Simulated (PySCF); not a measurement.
# SnN: bond curves at several levels of theory, part 1 of 2

One job finds the state of SnN, follows it along the bond with each method and fits the curves.

Computed with PySCF 2.14.0. Level: Sn x2c-TZVPPall, N x2c-TZVPPall, spin-free X2C with a Gaussian nucleus.

### Step 1. Set-up

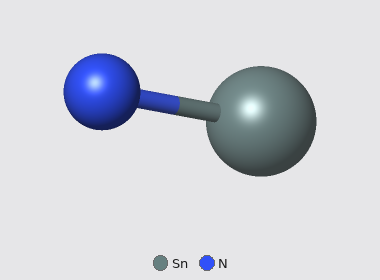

The two atoms at the starting distance (tin teal, nitrogen blue).

The job is set up so:

```json
{"atoms": "Sn, N", "charge": "0", "basis": "Sn x2c-TZVPPall, N x2c-TZVPPall", "Hamiltonian": "spin-free X2C with a Gaussian nucleus", "basis functions": "91", "electrons treated": "57", "masses in u": "119.9022, 14.0031", "levels": "PBE0, PBE, r²SCAN, BLYP, M06-L, revPBE, B3LYP, ωB97M-V, HF, MP2, SCS-MP2, CCSD, CCSD(T)", "grid": "80 radial by 434 angular points", "occupations": "held fixed by the projection of orbital angular momentum", "dissociation limit": "Sn + N, each in its ground configuration", "starting distance in angstrom": "2.005", "values of 2S to try": "1, 3, 5"}
```

Run with:

```sh
$ OMP_NUM_THREADS=1 python dia.py task.json out
```

After the search, every level is run at each distance in turn; below they are sorted by level.

### Step 2. Which determinant to follow

At the starting distance of 2.005 Å the search finds these solutions (others can lie among them):

| 2Ms+1 | unpaired | term | E (eV) | ⟨S²⟩ | ⟨Lz²⟩ | μ (D) |
| --- | --- | --- | --- | --- | --- | --- |
| 2 | π ↑ | ²Π | 0.00 | 0.94 | 1.01 | -3.52 |
| 2 | σ ↑ | not assigned | 0.28 | 1.13 | 0.00 | -3.70 |
| 4 | π ↑↑↑ | ⁴Π | 1.39 | 3.76 | 1.01 | -1.29 |
| 4 | σ ↑, π ↑↑ | not assigned | 1.59 | 3.78 | 2.01 | -2.11 |
| 2 | π ↑↑↓ | not assigned | 1.94 | 1.76 | 3.02 | -1.27 |
| 4 | σ ↑, π ↑↑ | not assigned | 1.96 | 3.76 | 2.01 | -2.25 |
| 2 | σ ↓, π ↑↑ | not assigned | 2.17 | 1.77 | 2.01 | -2.23 |
| 2 | σ ↑, π ↑↓ | not assigned | 2.24 | 1.76 | 2.02 | -2.38 |
| 2 | σ ↓, π ↑↑ | not assigned | 2.57 | 1.77 | 2.01 | -2.41 |
| 6 | σ ↑, π ↑↑↑↑ | ⁶Σ⁺ | 3.52 | 8.76 | 0.00 | 0.60 |
| 4 | σ ↑, π ↑↑ | ⁴Σ⁻ | 4.45 | 3.76 | 0.00 | -0.95 |
| 4 | σ ↑↑, π ↑ | ⁴Π | 4.54 | 3.79 | 1.02 | -1.27 |
| 2 | σ ↓, π ↑↑ | not assigned | 4.84 | 1.76 | 0.00 | -0.94 |
| 6 | σ ↑↑, π ↑↑↑ | ⁶Π | 6.15 | 8.76 | 1.00 | 1.36 |

A term symbol stands only where ⟨S²⟩ and ⟨Lz²⟩ are near those of a pure state. A positive dipole means Sn(−)N(+).

The most promising solutions are followed along the bond (rough minima from three points):

| 2Ms+1 | unpaired | R at minimum (Å) | energy at minimum (eV) |
| --- | --- | --- | --- |
| 2 | π ↑ | 1.96 | 0.00 |
| 2 | σ ↑ | 1.87 | 0.07 |
| 4 | π ↑↑↑ | not bracketed | ≤ 1.14 |
| 4 | σ ↑, π ↑↑ | 2.07 | 1.57 |
| 6 | σ ↑, π ↑↑↑↑ | not bracketed | ≤ 3.01 |

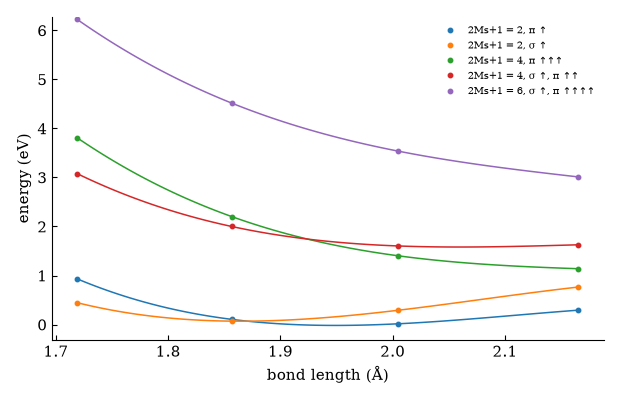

Short scans of the candidates.

The search made 20 SCF attempts at the starting distance; with the short scans it took 72 s of wall time (1 thread of Intel Xeon Platinum 8488C (Sapphire Rapids), shared host).

### Step 3. PBE0 along the bond

State followed: ²Π (doublet), unpaired electrons π ↑. The scan is laid around 1.961 Å.

Output of the SCF at 1.961 Å:

```text
******** <class 'pyscf.dft.uks_symm.SymAdaptedUKS'> ********
method = SymAdaptedUKS
initial guess = minao
damping factor = 0
level_shift factor = 0
DIIS = <class 'pyscf.scf.diis.CDIIS'>
diis_start_cycle = 1
diis_space = 10
diis_damp = 0
SCF conv_tol = 1e-09
SCF conv_tol_grad = None
SCF max_cycles = 60
direct_scf = False
max_memory 2100 MB (current use 700 MB)
number electrons alpha = 29  beta = 28
XC library pyscf.dft.libxc version 7.0.0
    S. Lehtola, C. Steigemann, M. J.T. Oliveira, and M. A.L. Marques.,  SoftwareX 7, 1–5 (2018)
XC functionals = PBE0
    C. Adamo and V. Barone.,  J. Chem. Phys. 110, 6158 (1999)
    M. Ernzerhof and G. E. Scuseria.,  J. Chem. Phys. 110, 5029 (1999)
small_rho_cutoff = 0
Overwritten attributes  get_j get_jk get_k get_occ get_hcore  of <class 'pyscf.dft.uks_symm.SymAdaptedUKS'>
<class 'pyscf.dft.uks_symm.SymAdaptedUKS'> does not have attributes  refdm
Set gradient conv threshold to 3.16228e-05
init E= -6230.79586653782
cycle= 1 E= -6230.78796368097  delta_E= 0.0079  |g|= 0.0134  |ddm|= 0.0541
cycle= 2 E= -6230.7878013189  delta_E= 0.000162  |g|= 0.0245  |ddm|= 0.0329
cycle= 3 E= -6230.78806498629  delta_E= -0.000264  |g|= 0.00825  |ddm|= 0.0231
cycle= 4 E= -6230.78810947033  delta_E= -4.45e-05  |g|= 0.00296  |ddm|= 0.00945
cycle= 5 E= -6230.78812923801  delta_E= -1.98e-05  |g|= 0.00178  |ddm|= 0.0064
cycle= 6 E= -6230.78816010767  delta_E= -3.09e-05  |g|= 0.000933  |ddm|= 0.0161
cycle= 7 E= -6230.78817128219  delta_E= -1.12e-05  |g|= 0.000282  |ddm|= 0.014
cycle= 8 E= -6230.78817197932  delta_E= -6.97e-07  |g|= 0.00013  |ddm|= 0.00382
cycle= 9 E= -6230.78817201087  delta_E= -3.16e-08  |g|= 2.43e-05  |ddm|= 0.000697
cycle= 10 E= -6230.78817201272  delta_E= -1.85e-09  |g|= 4.22e-06  |ddm|= 0.000128
cycle= 11 E= -6230.78817201275  delta_E= -3.09e-11  |g|= 1.37e-06  |ddm|= 1.61e-05
Extra cycle  E= -6230.78817201275  delta_E= 3.64e-12  |g|= 2.2e-06  |ddm|= 4.58e-06
converged SCF energy = -6230.78817201275  <S^2> = 0.86538994  2S+1 = 2.1122405
```

The curve and what changes along it:

| R (Å) | E (eV) | μ (D) | Mulliken charge of Sn (e) | Mayer bond order | ⟨S²⟩ | HOMO (eV) | LUMO (eV) |
| --- | --- | --- | --- | --- | --- | --- | --- |
| 1.6865 | 1.3056 | -2.74 | 0.49 | 1.94 | 0.76 | -6.51 | -4.50 |
| 1.7649 | 0.5529 | -3.03 | 0.49 | 1.95 | 0.77 | -6.57 | -4.30 |
| 1.8433 | 0.1567 | -3.28 | 0.49 | 1.94 | 0.78 | -6.59 | -4.13 |
| 1.9022 | 0.0272 | -3.43 | 0.49 | 1.92 | 0.81 | -6.46 | -4.03 |
| 1.9610 | 0.0000 | -3.51 | 0.49 | 1.87 | 0.87 | -6.22 | -3.95 |
| 2.0198 | 0.0424 | -3.51 | 0.47 | 1.78 | 0.96 | -6.01 | -3.89 |
| 2.0983 | 0.1651 | -3.44 | 0.45 | 1.62 | 1.12 | -5.80 | -3.83 |
| 2.1963 | 0.3751 | -3.34 | 0.42 | 1.43 | 1.30 | -5.64 | -3.76 |
| 2.3140 | 0.6629 | -3.29 | 0.39 | 1.25 | 1.47 | -5.53 | -3.70 |
| 2.4709 | 1.0538 | -3.29 | 0.35 | 1.07 | 1.64 | -5.48 | -3.65 |

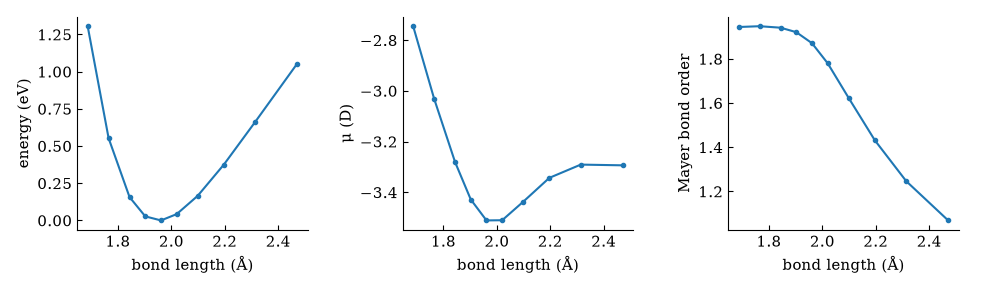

PBE0 along the bond.

Constants from the curve: Re = 1.951 Å, ωe = 679 cm⁻¹, ωexe = 7.51 cm⁻¹, αe = 0.00370 cm⁻¹, Be = 0.3531 cm⁻¹, De = 2.61 eV, μ = -3.50 D.

Orbitals nearest the gap at 1.961 Å:

| spin | orbital | ε (eV) | filled | made of |
| --- | --- | --- | --- | --- |
| β | π | -28.66 | yes | Sn d 100 % |
| α | σ | -20.67 | yes | N s 82 % |
| β | σ | -18.62 | yes | N s 76 %, Sn s 13 % |
| α | σ | -11.53 | yes | Sn s 76 %, N p 14 %, N s 9 % |
| β | σ | -11.34 | yes | Sn s 75 %, N s 13 %, N p 9 % |
| α | π | -8.43 | yes | N p 84 %, Sn p 13 % |
| α | π | -7.44 | yes | N p 80 %, Sn p 17 % |
| α | σ | -7.04 | yes | N p 58 %, Sn p 25 %, Sn s 14 % |
| β | σ | -6.58 | yes | N p 59 %, Sn p 27 %, Sn s 10 % |
| β | π | -6.22 | yes | N p 49 %, Sn p 49 % |
| β | π | -3.95 | no | Sn p 71 %, N p 28 % |
| α | π | -2.57 | no | Sn p 88 %, N p 10 % |
| α | π | -2.06 | no | Sn p 84 %, N p 14 % |
| β | π | -1.82 | no | Sn p 52 %, N p 42 % |

Polarisability there: 65.1 bohr³ along the bond, 46.8 across it. Without diffuse functions these come out too small, above all across the bond.

### Step 4. Orbitals, density and potential

The fields below are evaluated on a grid from the run's orbitals.

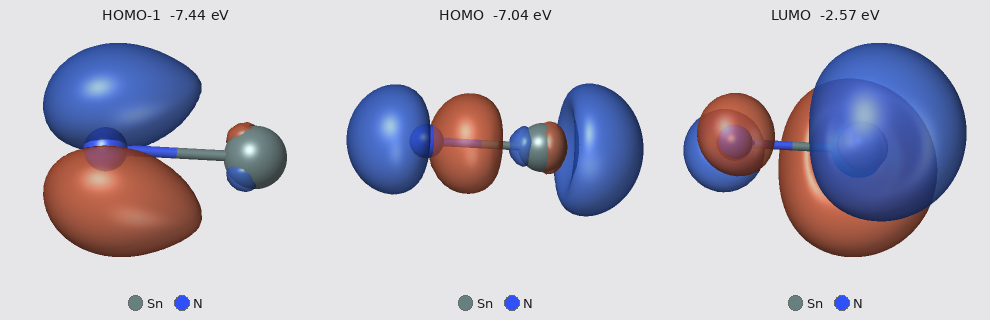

Frontier orbitals at PBE0 (alpha spin); each surface holds 70 % of the orbital's density, blue and red mark the sign.

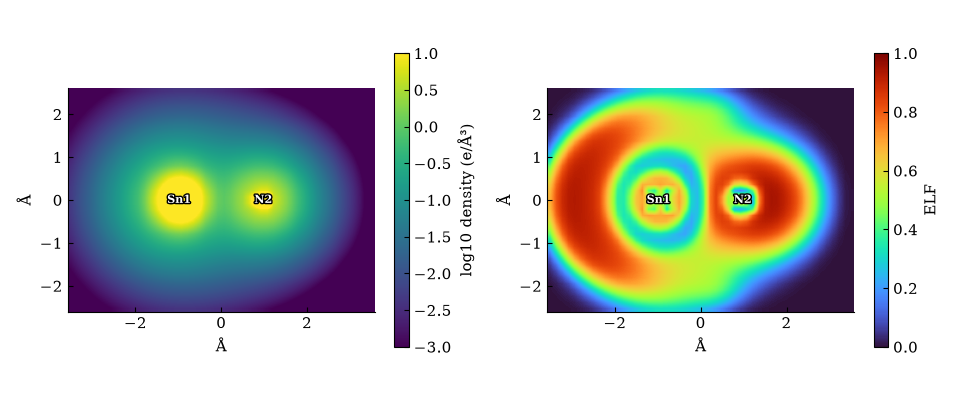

Density (left) and ELF (right) in a plane through or near 2 of the atoms.

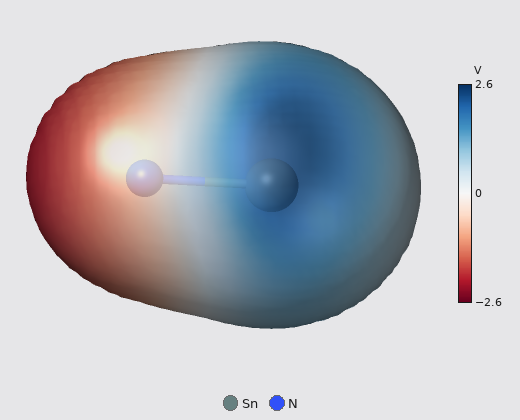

Electrostatic potential on the surface of density 0.002 e/bohr³; red is low, blue high. It runs, from the 1st to the 99th percentile, from -2.07 V near N2 to 2.60 V near Sn1.

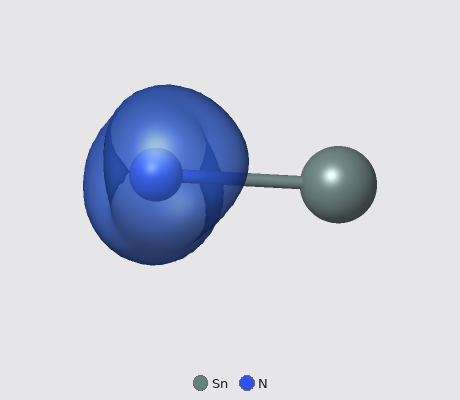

Spin density at ±0.07 e/Å³ (alpha excess blue, beta excess red).

### Step 5. Higher solutions at PBE0

State 2: ²Σ⁺ (doublet), unpaired electrons σ ↑, an excited solution.

Output of the SCF at 1.961 Å:

```text
******** <class 'pyscf.dft.uks_symm.SymAdaptedUKS'> ********
method = SymAdaptedUKS
initial guess = minao
damping factor = 0
level_shift factor = 0
DIIS = <class 'pyscf.scf.diis.CDIIS'>
diis_start_cycle = 1
diis_space = 10
diis_damp = 0
SCF conv_tol = 1e-09
SCF conv_tol_grad = None
SCF max_cycles = 60
direct_scf = False
max_memory 2100 MB (current use 770 MB)
number electrons alpha = 29  beta = 28
XC library pyscf.dft.libxc version 7.0.0
    S. Lehtola, C. Steigemann, M. J.T. Oliveira, and M. A.L. Marques.,  SoftwareX 7, 1–5 (2018)
XC functionals = PBE0
    C. Adamo and V. Barone.,  J. Chem. Phys. 110, 6158 (1999)
    M. Ernzerhof and G. E. Scuseria.,  J. Chem. Phys. 110, 5029 (1999)
small_rho_cutoff = 0
Set gradient conv threshold to 3.16228e-05
init E= -6230.79075541759
cycle= 1 E= -6230.7804706803  delta_E= 0.0103  |g|= 0.0191  |ddm|= 0.0481
cycle= 2 E= -6230.77848768701  delta_E= 0.00198  |g|= 0.0651  |ddm|= 0.0653
cycle= 3 E= -6230.78072795763  delta_E= -0.00224  |g|= 0.00692  |ddm|= 0.047
cycle= 4 E= -6230.78075041777  delta_E= -2.25e-05  |g|= 0.00442  |ddm|= 0.00797
cycle= 5 E= -6230.78077658931  delta_E= -2.62e-05  |g|= 0.00229  |ddm|= 0.00671
cycle= 6 E= -6230.78080574498  delta_E= -2.92e-05  |g|= 0.000923  |ddm|= 0.0143
cycle= 7 E= -6230.78081366869  delta_E= -7.92e-06  |g|= 0.000253  |ddm|= 0.0106
cycle= 8 E= -6230.78081401265  delta_E= -3.44e-07  |g|= 6.99e-05  |ddm|= 0.00245
cycle= 9 E= -6230.78081401851  delta_E= -5.86e-09  |g|= 1.26e-05  |ddm|= 0.000244
cycle= 10 E= -6230.7808140188  delta_E= -2.87e-10  |g|= 2.24e-06  |ddm|= 4.96e-05
Extra cycle  E= -6230.7808140188  delta_E= 9.09e-13  |g|= 4.36e-06  |ddm|= 7.12e-06
converged SCF energy = -6230.7808140188  <S^2> = 1.0247183  2S+1 = 2.2580685
```

Re = 1.859 Å, ωe = 790 cm⁻¹, ωexe = 7.86 cm⁻¹, αe = 0.00346 cm⁻¹, Be = 0.3890 cm⁻¹, μ = -3.69 D. Its minimum lies 0.08 eV above that of the lowest state.

State 3: ⁴Π (quartet), unpaired electrons π ↑↑↑, an excited solution.

Log of the SCF at 1.961 Å:

```text
******** <class 'pyscf.dft.uks_symm.SymAdaptedUKS'> ********
method = SymAdaptedUKS
initial guess = minao
damping factor = 0
level_shift factor = 0
DIIS = <class 'pyscf.scf.diis.CDIIS'>
diis_start_cycle = 1
diis_space = 10
diis_damp = 0
SCF conv_tol = 1e-09
SCF conv_tol_grad = None
SCF max_cycles = 60
direct_scf = False
max_memory 2100 MB (current use 770 MB)
number electrons alpha = 30  beta = 27
XC library pyscf.dft.libxc version 7.0.0
    S. Lehtola, C. Steigemann, M. J.T. Oliveira, and M. A.L. Marques.,  SoftwareX 7, 1–5 (2018)
XC functionals = PBE0
    C. Adamo and V. Barone.,  J. Chem. Phys. 110, 6158 (1999)
    M. Ernzerhof and G. E. Scuseria.,  J. Chem. Phys. 110, 5029 (1999)
small_rho_cutoff = 0
Set gradient conv threshold to 3.16228e-05
init E= -6230.73438326482
cycle= 1 E= -6230.73013384276  delta_E= 0.00425  |g|= 0.00979  |ddm|= 0.0477
cycle= 2 E= -6230.73014499742  delta_E= -1.12e-05  |g|= 0.00941  |ddm|= 0.0202
cycle= 3 E= -6230.73017407506  delta_E= -2.91e-05  |g|= 0.00157  |ddm|= 0.00881
cycle= 4 E= -6230.73017507392  delta_E= -9.99e-07  |g|= 0.000576  |ddm|= 0.00173
cycle= 5 E= -6230.73017526484  delta_E= -1.91e-07  |g|= 6.78e-05  |ddm|= 0.000622
cycle= 6 E= -6230.73017527097  delta_E= -6.13e-09  |g|= 2.99e-05  |ddm|= 0.000156
cycle= 7 E= -6230.7301752716  delta_E= -6.38e-10  |g|= 1.11e-05  |ddm|= 4.46e-05
Extra cycle  E= -6230.73017527172  delta_E= -1.2e-10  |g|= 8.38e-06  |ddm|= 2.32e-05
converged SCF energy = -6230.73017527172  <S^2> = 3.7611853  2S+1 = 4.0055888
```

Re = 2.199 Å, ωe = 480 cm⁻¹, ωexe = 2.72 cm⁻¹, αe = 0.00215 cm⁻¹, Be = 0.2780 cm⁻¹, μ = -2.03 D. Its minimum lies 1.14 eV above that of the lowest state.

State 4: quartet, unpaired electrons σ ↑, π ↑↑, an excited solution.

Log of the SCF at 1.961 Å:

```text
******** <class 'pyscf.dft.uks_symm.SymAdaptedUKS'> ********
method = SymAdaptedUKS
initial guess = minao
damping factor = 0
level_shift factor = 0
DIIS = <class 'pyscf.scf.diis.CDIIS'>
diis_start_cycle = 1
diis_space = 10
diis_damp = 0
SCF conv_tol = 1e-09
SCF conv_tol_grad = None
SCF max_cycles = 60
direct_scf = False
max_memory 2100 MB (current use 770 MB)
number electrons alpha = 30  beta = 27
XC library pyscf.dft.libxc version 7.0.0
    S. Lehtola, C. Steigemann, M. J.T. Oliveira, and M. A.L. Marques.,  SoftwareX 7, 1–5 (2018)
XC functionals = PBE0
    C. Adamo and V. Barone.,  J. Chem. Phys. 110, 6158 (1999)
    M. Ernzerhof and G. E. Scuseria.,  J. Chem. Phys. 110, 5029 (1999)
small_rho_cutoff = 0
Set gradient conv threshold to 3.16228e-05
init E= -6230.73362894465
cycle= 1 E= -6230.72652949145  delta_E= 0.0071  |g|= 0.0115  |ddm|= 0.0427
cycle= 2 E= -6230.72637761333  delta_E= 0.000152  |g|= 0.0217  |ddm|= 0.0312
cycle= 3 E= -6230.72660501093  delta_E= -0.000227  |g|= 0.00332  |ddm|= 0.0191
cycle= 4 E= -6230.72660962033  delta_E= -4.61e-06  |g|= 0.00153  |ddm|= 0.00382
cycle= 5 E= -6230.72661161398  delta_E= -1.99e-06  |g|= 0.000397  |ddm|= 0.00194
cycle= 6 E= -6230.72661213032  delta_E= -5.16e-07  |g|= 0.000199  |ddm|= 0.00147
cycle= 7 E= -6230.72661228638  delta_E= -1.56e-07  |g|= 9.71e-05  |ddm|= 0.000911
cycle= 8 E= -6230.72661232203  delta_E= -3.56e-08  |g|= 4.09e-05  |ddm|= 0.000396
cycle= 9 E= -6230.72661233021  delta_E= -8.18e-09  |g|= 1.56e-05  |ddm|= 0.000253
cycle= 10 E= -6230.72661233068  delta_E= -4.71e-10  |g|= 2.17e-06  |ddm|= 6.1e-05
Extra cycle  E= -6230.7266123307  delta_E= -2e-11  |g|= 2.03e-06  |ddm|= 4.95e-06
converged SCF energy = -6230.7266123307  <S^2> = 3.7780575  2S+1 = 4.0140042
```

Re = 2.068 Å, ωe = 535 cm⁻¹; the determinant mixes terms (⟨S²⟩ = 3.79, ⟨Lz²⟩ = 2.01), so these belong to no real state. Its minimum lies 1.59 eV above that of the lowest state.

Energy (eV) from the lowest point of the lowest state:

| R (Å) | lowest | state 2 | state 3 | state 4 |
| --- | --- | --- | --- | --- |
| 1.687 | 1.306 | 0.688 | 4.379 | 3.497 |
| 1.765 | 0.553 | 0.236 | 3.158 | 2.623 |
| 1.843 | 0.157 | 0.084 | 2.324 | 2.078 |
| 1.902 | 0.027 | 0.105 | 1.888 | 1.826 |
| 1.961 | 0.000 | 0.200 | 1.578 | 1.675 |
| 2.020 | 0.042 | 0.342 | 1.368 | 1.601 |
| 2.098 | 0.165 | 0.569 | 1.206 | 1.590 |
| 2.196 | 0.375 | 0.872 | 1.143 | 1.672 |
| 2.314 | 0.663 | 1.221 | 1.202 | 1.847 |
| 2.471 | 1.054 | 1.617 | 1.411 | 2.112 |

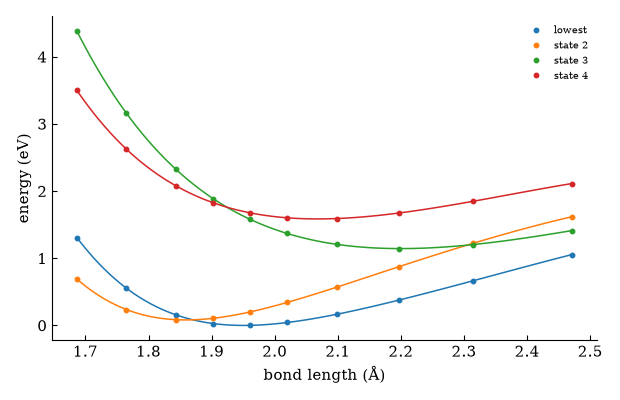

PBE0 curves of the followed states.

### Step 6. PBE

Log of the SCF at 1.961 Å:

```text
******** <class 'pyscf.dft.uks_symm.SymAdaptedUKS'> ********
method = SymAdaptedUKS
initial guess = minao
damping factor = 0
level_shift factor = 0
DIIS = <class 'pyscf.scf.diis.CDIIS'>
diis_start_cycle = 1
diis_space = 10
diis_damp = 0
SCF conv_tol = 1e-09
SCF conv_tol_grad = None
SCF max_cycles = 60
direct_scf = False
max_memory 2100 MB (current use 770 MB)
number electrons alpha = 29  beta = 28
XC library pyscf.dft.libxc version 7.0.0
    S. Lehtola, C. Steigemann, M. J.T. Oliveira, and M. A.L. Marques.,  SoftwareX 7, 1–5 (2018)
XC functionals = PBE
    J. P. Perdew, K. Burke, and M. Ernzerhof.,  Phys. Rev. Lett. 77, 3865 (1996)
    J. P. Perdew, K. Burke, and M. Ernzerhof.,  Phys. Rev. Lett. 78, 1396 (1997)
    J. P. Perdew, K. Burke, and M. Ernzerhof.,  Phys. Rev. Lett. 77, 3865 (1996)
    J. P. Perdew, K. Burke, and M. Ernzerhof.,  Phys. Rev. Lett. 78, 1396 (1997)
small_rho_cutoff = 0
Set gradient conv threshold to 3.16228e-05
init E= -6230.71344048012
cycle= 1 E= -6230.71495991902  delta_E= -0.00152  |g|= 0.0507  |ddm|= 0.139
cycle= 2 E= -6230.67786151781  delta_E= 0.0371  |g|= 0.257  |ddm|= 0.258
cycle= 3 E= -6230.71660439775  delta_E= -0.0387  |g|= 0.0228  |ddm|= 0.188
cycle= 4 E= -6230.71692399936  delta_E= -0.00032  |g|= 0.00605  |ddm|= 0.0201
cycle= 5 E= -6230.71698006504  delta_E= -5.61e-05  |g|= 0.0031  |ddm|= 0.0147
cycle= 6 E= -6230.71701564683  delta_E= -3.56e-05  |g|= 0.00104  |ddm|= 0.021
cycle= 7 E= -6230.71701713186  delta_E= -1.49e-06  |g|= 0.000215  |ddm|= 0.00373
cycle= 8 E= -6230.7170171607  delta_E= -2.88e-08  |g|= 3.73e-05  |ddm|= 0.00035
cycle= 9 E= -6230.71701716114  delta_E= -4.35e-10  |g|= 1.44e-05  |ddm|= 4.6e-05
Extra cycle  E= -6230.71701715965  delta_E= 1.49e-09  |g|= 5.3e-05  |ddm|= 5.63e-05
converged SCF energy = -6230.71701715965  <S^2> = 0.77040081  2S+1 = 2.0202978
```

Re = 1.974 Å, ωe = 689 cm⁻¹, ωexe = 4.08 cm⁻¹, αe = 0.00238 cm⁻¹, Be = 0.3449 cm⁻¹, De = 3.30 eV, μ = -3.34 D.

### Step 7. r²SCAN (meta-GGA)

The SCF at the reference distance, 1.961 Å, printed:

```text
******** <class 'pyscf.dft.uks_symm.SymAdaptedUKS'> ********
method = SymAdaptedUKS
initial guess = minao
damping factor = 0
level_shift factor = 0
DIIS = <class 'pyscf.scf.diis.CDIIS'>
diis_start_cycle = 1
diis_space = 10
diis_damp = 0
SCF conv_tol = 1e-09
SCF conv_tol_grad = None
SCF max_cycles = 60
direct_scf = False
max_memory 2100 MB (current use 770 MB)
number electrons alpha = 29  beta = 28
XC library pyscf.dft.libxc version 7.0.0
    S. Lehtola, C. Steigemann, M. J.T. Oliveira, and M. A.L. Marques.,  SoftwareX 7, 1–5 (2018)
XC functionals = R2SCAN
    J. W. Furness, A. D. Kaplan, J. Ning, J. P. Perdew, and J. Sun.,  J. Phys. Chem. Lett. 11, 8208-8215 (2020)
    J. W. Furness, A. D. Kaplan, J. Ning, J. P. Perdew, and J. Sun.,  J. Phys. Chem. Lett. 11, 9248-9248 (2020)
    J. W. Furness, A. D. Kaplan, J. Ning, J. P. Perdew, and J. Sun.,  J. Phys. Chem. Lett. 11, 8208-8215 (2020)
    J. W. Furness, A. D. Kaplan, J. Ning, J. P. Perdew, and J. Sun.,  J. Phys. Chem. Lett. 11, 9248-9248 (2020)
small_rho_cutoff = 0
Set gradient conv threshold to 3.16228e-05
init E= -6231.18054773346
cycle= 1 E= -6231.18148621516  delta_E= -0.000938  |g|= 0.0205  |ddm|= 0.0769
cycle= 2 E= -6231.1790185311  delta_E= 0.00247  |g|= 0.0671  |ddm|= 0.0725
cycle= 3 E= -6231.181616525  delta_E= -0.0026  |g|= 0.0142  |ddm|= 0.061
cycle= 4 E= -6231.1816837303  delta_E= -6.72e-05  |g|= 0.00324  |ddm|= 0.0136
cycle= 5 E= -6231.18169283039  delta_E= -9.1e-06  |g|= 0.000767  |ddm|= 0.0042
cycle= 6 E= -6231.18169682616  delta_E= -4e-06  |g|= 0.000664  |ddm|= 0.00562
cycle= 7 E= -6231.18169880851  delta_E= -1.98e-06  |g|= 0.000252  |ddm|= 0.00534
cycle= 8 E= -6231.18169898816  delta_E= -1.8e-07  |g|= 4.45e-05  |ddm|= 0.00171
cycle= 9 E= -6231.18169899347  delta_E= -5.31e-09  |g|= 2e-05  |ddm|= 0.000293
cycle= 10 E= -6231.18169899393  delta_E= -4.59e-10  |g|= 6.39e-06  |ddm|= 7.8e-05
Extra cycle  E= -6231.18169899348  delta_E= 4.53e-10  |g|= 2.9e-05  |ddm|= 2.97e-05
converged SCF energy = -6231.18169899348  <S^2> = 0.83649745  2S+1 = 2.0847038
```

Re = 1.962 Å, ωe = 682 cm⁻¹, ωexe = 6.23 cm⁻¹, αe = 0.00315 cm⁻¹, Be = 0.3493 cm⁻¹, De = 2.70 eV, μ = -3.36 D. 21 s of CPU time for 12 points, integrals apart.

(Continued in part 2 of 2.)
